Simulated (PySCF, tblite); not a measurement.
**C₆H₈AlCl: geometry, infrared bands and NMR shifts**

Aim: predict the infrared bands and NMR shifts of C₆H₈AlCl (`C#C[C]1([AlH][Cl])CCC1`).

The runs use tblite 0.8.0 and PySCF 2.14.0, with density-fitted response routines of our own; the level of theory stands in each step. All values are computed, except where a source is named. Atoms count from 0, in the outputs and in this text.

### 1 The molecule as given

16 atoms, charge 0, multiplicity 1; geometry from: force field or distance geometry start.

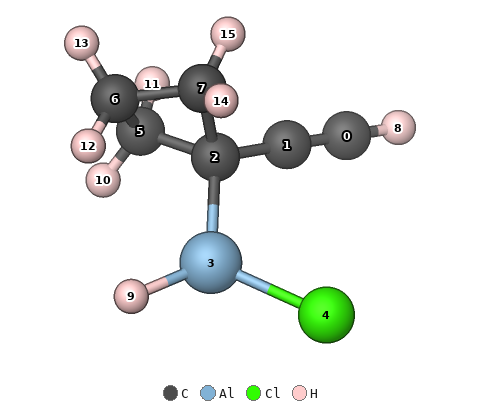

The starting geometry (carbon dark grey, aluminium light blue, chlorine green, hydrogen pink), atoms numbered.

### 2 Optimising the geometry with GFN2-xTB

Job settings and geometry (Å):

```
{"job": {"kind": "relax", "xc": "GFN2-xTB", "basis": "xTB"}, "charge": 0, "multiplicity": 1}
C      1.307100     2.584600    -0.131300
C      0.819300     1.485500    -0.043100
C      0.259200     0.126500     0.089600
Al     1.628500    -1.299000    -0.018400
Cl     3.641000    -0.777500     0.793600
C     -0.974600    -0.102200    -0.761300
C     -1.538600    -0.857900     0.432300
C     -0.666700     0.032500     1.302800
H      1.724400     3.560800    -0.233500
H      1.234300    -2.844200    -0.221800
H     -0.807600    -0.733700    -1.656300
H     -1.515400     0.835700    -0.929100
H     -1.177200    -1.905600     0.421600
H     -2.622300    -0.723000     0.579500
H     -0.203200    -0.426400     2.165700
H     -1.115900     1.052900     1.465800
```

Run with:

```sh
$ OMP_NUM_THREADS=1 python probes_run.py task.json out
```

One launch serves the whole session: the jobs run in the order shown.

**Question.** This job is followed by: GFN2-xTB harmonic vibrations, gas phase; GIAO PBE0/pcSseg-1 NMR shielding, non-relativistic, gas phase. What will the session give for the following? strongest single infrared mode (GFN2-xTB); zero-point energy (GFN2-xTB); 13C shifts against TMS (PBE0/pcSseg-1, means over atoms taken as alike); 1H shifts against TMS (PBE0/pcSseg-1, means over atoms taken as alike); 27Al shifts against AlH4- (PBE0/pcSseg-1); 35Cl shifts against HCl (PBE0/pcSseg-1).

The runs gave:

```
                                                               quantity                                   value
                              strongest single infrared mode (GFN2-xTB)                   1796 cm⁻¹, 287 km/mol
                                           zero-point energy (GFN2-xTB)                           72.0 kcal/mol
13C shifts against TMS (PBE0/pcSseg-1, means over atoms taken as alike)        94.1, 77.1, 34.2, 22.5, 20.0 ppm
 1H shifts against TMS (PBE0/pcSseg-1, means over atoms taken as alike)  5.05, 2.49, 2.42, 1.95, 1.89, 1.85 ppm
                              27Al shifts against AlH4- (PBE0/pcSseg-1)                               151.8 ppm
                                35Cl shifts against HCl (PBE0/pcSseg-1)                                  59 ppm
```

In words: The optimisation took 93 steps and gained 0.733 eV; among the close pairs (by a distance rule), Al3–Cl4 changed most, from 2.232 to 2.020 Å. All 42 modes are real, so the xTB geometry is a minimum. The strongest single mode, at 1796 cm⁻¹, moves mainly H9. Unscaled tight-binding wavenumbers are off by several per cent, some by more. Its intensities can rank the bands wrongly. At PBE0/pcSseg-1: The widest tensor belongs to C1: span 315 ppm, with a paramagnetic part of -161 ppm.
